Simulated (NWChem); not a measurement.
**CH2F (SMILES [CH2]F): levels of theory compared**

Wanted: a comparison of 4 runs (UHF/def2-SVP, UPBE/6-31G*, UPBE0/def2-SVP, UMP2/pcseg-1) of CH2F. 

The results are computed with NWChem 7.3.0.

### 1 Starting point

CH2F: 4 atoms, total charge 0, spin state doublet. As SMILES, `[CH2]F`. Geometry: relaxed at PBE0-D4/def2-TZVP.

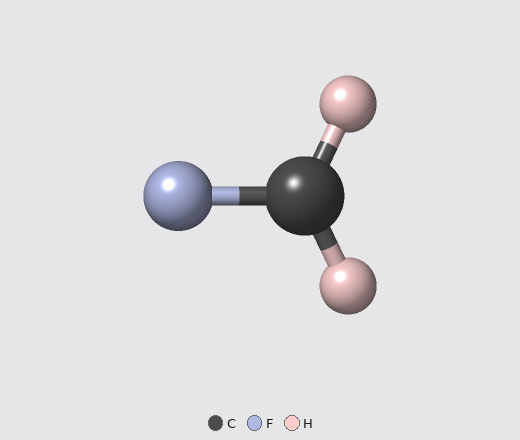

The structure, seen from a chosen angle (carbon dark grey, fluorine light blue, hydrogen pink).

### 2 Energy and gradient at UHF/def2-SVP (run 1)

ch2f.nw reads:

```
start ch2f
title "CH2F gradient"
memory stack 880 mb heap 220 mb global 1100 mb

geometry units angstrom noautosym nocenter noautoz
  C    -0.030100   -0.057600   -0.131100
  F     0.950000    0.694000    0.364600
  H    -0.946900    0.472300   -0.352500
  H     0.027000   -1.108700    0.119000
end

basis spherical bse
  * library def2-SVP
end

scf
  doublet
  uhf
  thresh 1e-08
  maxiter 80
end

task scf gradient
```

The run is started by

```console
$ nwchem ch2f.nw > ch2f.out
```

The log of the run:

```text
[...]
  functions       =    38
[...]
  wavefunction    = UHF
[...]
         Total SCF energy =   -138.296274245327
      One electron energy =   -255.271269393988
      Two electron energy =     84.688848171096
 Nuclear repulsion energy =     32.286146977565
                       Sz =      0.5000
                 Sz(Sz+1) =      0.7500
                      S^2 =      0.7603
[...]
                         UHF ENERGY GRADIENTS
    atom               coordinates                        gradient
                 x          y          z           x          y          z
   1 C      -0.056881  -0.108848  -0.247743   -0.008370  -0.004803   0.000815
   2 F       1.795240   1.311470   0.688994    0.007552   0.005368   0.002408
   3 H      -1.789382   0.892518  -0.666128   -0.000586   0.001376  -0.002104
   4 H       0.051023  -2.095139   0.224877    0.001405  -0.001942  -0.001119
[...]
```

Run time: 1.6 s. Hardware: 1 thread of Intel Xeon 6975P-C (Granite Rapids), shared host; peak memory 0.099 GiB.

### 3 Energy and gradient at UPBE/6-31G(d) (spherical functions) (run 2)

input.nw reads:

```
START input
TITLE "CH2F"
memory 2200 mb

GEOMETRY units angstroms noautosym nocenter noautoz
   C     -0.030100    -0.057600    -0.131100
   F      0.950000     0.694000     0.364600
   H     -0.946900     0.472300    -0.352500
   H      0.027000    -1.108700     0.119000
END

BASIS "ao basis" spherical bse
   * library 6-31G*
END

DFT
   xc xpbe96 cpbe96
   mult 2
   grid xfine
   convergence energy 1e-08
   iterations 100
   mulliken
   print medium
END

TASK dft gradient
```

The run is started by

```console
$ nwchem input.nw > input.out
```

The log of the run:

```text
[...]
          Wavefunction type:  spin polarized.
          No. of atoms     :     4
          No. of electrons :    17
[...]
          Charge           :     0
          Spin multiplicity:     2
[...]
          AO basis - number of functions:    32
[...]
              XC Information
              --------------
          PerdewBurkeErnzerhof Exchange Functional  1.000
            Perdew 1991 LDA Correlation Functional  1.000 local
           PerdewBurkeErnz. Correlation Functional  1.000 non-local
[...]
 d= 0,ls=0.0,diis     1   -138.8632730257 -1.71D+02  1.38D-02  1.00D-01     0.7
[...]
 d= 0,ls=0.0,diis     9   -138.9082285448 -9.73D-09  1.08D-06  3.24D-09     5.5
[...]
         Total DFT energy =     -138.908228544773
      One electron energy =     -255.479998340608
           Coulomb energy =      100.737712703605
    Exchange-Corr. energy =      -16.452089885335
 Nuclear repulsion energy =       32.286146977565
[...]
      <S2> =      0.7526 (Exact =     0.7500)
[...]
  wavefunction    = open shell
                         DFT ENERGY GRADIENTS
    atom               coordinates                        gradient
                 x          y          z           x          y          z
   1 C      -0.056881  -0.108848  -0.247743    0.002455   0.003133   0.005091
   2 F       1.795240   1.311470   0.688994   -0.011300  -0.008586  -0.005442
   3 H      -1.789382   0.892518  -0.666128    0.007611  -0.002409   0.001709
   4 H       0.051023  -2.095139   0.224877    0.001234   0.007861  -0.001358
[...]
```

It took 7.2 s on 1 thread of Intel Xeon 6975P-C (Granite Rapids), shared host; peak memory 0.12 GiB.

Run 3 isn't shown in full; the table further down has it.

### 4 Energy and gradient at UMP2/pcseg-1 (run 4)

ch2f.nw reads:

```
START ch2f
memory total 2200 mb

GEOMETRY units angstroms noautosym nocenter noautoz
 C     -0.030100    -0.057600    -0.131100
 F      0.950000     0.694000     0.364600
 H     -0.946900     0.472300    -0.352500
 H      0.027000    -1.108700     0.119000
END

BASIS spherical bse
 * library pcseg-1
END

SCF
 doublet
 uhf
 thresh 1e-08
 maxiter 80
 print low
END

MP2
 freeze core 2
 tight
END

TASK mp2 gradient
```

The run is started by

```console
$ nwchem ch2f.nw > ch2f.out
```

The log of the run:

```text
[...]
  functions       =    38
[...]
  wavefunction    = UHF
[...]
         Total SCF energy =   -138.366603572838
      One electron energy =   -255.312042095614
      Two electron energy =     84.659291545211
 Nuclear repulsion energy =     32.286146977565
                       Sz =      0.5000
                 Sz(Sz+1) =      0.7500
                      S^2 =      0.7596
[...]
          Total MP2 energy          -138.668321701774
[...]
                         mp2 ENERGY GRADIENTS
    atom               coordinates                        gradient
                 x          y          z           x          y          z
   1 C      -0.056881  -0.108848  -0.247743    0.009678   0.008943   0.009631
   2 F       1.795240   1.311470   0.688994   -0.010678  -0.008574  -0.006687
   3 H      -1.789382   0.892518  -0.666128    0.000271   0.000229  -0.001593
   4 H       0.051023  -2.095139   0.224877    0.000728  -0.000598  -0.001351
[...]
```

It took 2.7 s on 1 thread of Intel Xeon 6975P-C (Granite Rapids), shared host; peak memory 0.1 GiB.

### 5 All runs side by side

| run | level | iteration cap | module | energy (Eh) | dipole moment (D) | HOMO energy (eV) | LUMO energy (eV) | wall time |
| --- | --- | --- | --- | --- | --- | --- | --- | --- |
| 1 | UHF/def2-SVP | 80 | scf | -138.296274 | 1.74 | -10.56 | 3.99 | 1.6 s |
| 2 | UPBE/6-31G* (spherical functions) | 100 | dft | -138.908229 | 1.04 | -4.24 | -1.89 | 7.2 s |
| 3 | UPBE0/def2-SVP | 100 | dft | -138.817761 | 1.30 | -6.23 | -0.93 | 7.8 s |
| 4 | UMP2/pcseg-1 | 80 | mp2 | -138.668322 | 1.54 | – | – | 2.7 s |

### 6 Summary of results

| quantity | value |
| --- | --- |
| run 4: total energy | -138.66832 Eh |
| run 4: dipole moment (of the density that the program reports) | 1.54 D |
| run 4: correlation energy (2 core orbitals frozen) | -301.7 mEh |
| run 4: ⟨S²⟩ of the reference determinant | 0.760 |
| run 4: largest force on an atom | 0.839 eV/Å |

In words: The dipole moment (its size) runs from 1.04 D (UPBE/6-31G*) to 1.74 D (UHF/def2-SVP). The two ends differ in method and basis. Totals of different functionals can't be ranked against each other. All runs together took 19 s, the longest 7.8 s.
